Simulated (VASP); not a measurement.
Band structure of SnS2 (space group P6_3mc). Level of theory: PBEsol GGA, VASP's PBE PAW potentials (set 64) (plane waves; VASP).

Without a dispersion term in the relaxation, distances and binding between the weakly bound layers, chains or molecules are unreliable, and so is what depends on them. Unless said otherwise, spin-orbit coupling is left out, though it shifts the bands of the heavy elements here.

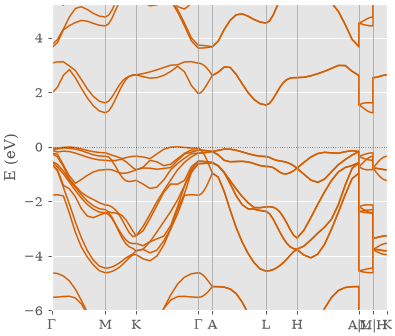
Figure. Bands along high-symmetry lines, zero at the valence-band maximum or, without a gap, the Fermi level

Task: Read the plot: is there a gap, and where are the band edges?

Result: The gap is indirect, 1.25 eV, from the valence maximum at K-Γ at 0.67 to the conduction minimum at M. (Edges off the drawn lines would not show.)

The structure comes from a computed database's SnS2 entry (P6_3mc); how it stands against other phases isn't given here. It was relaxed first.
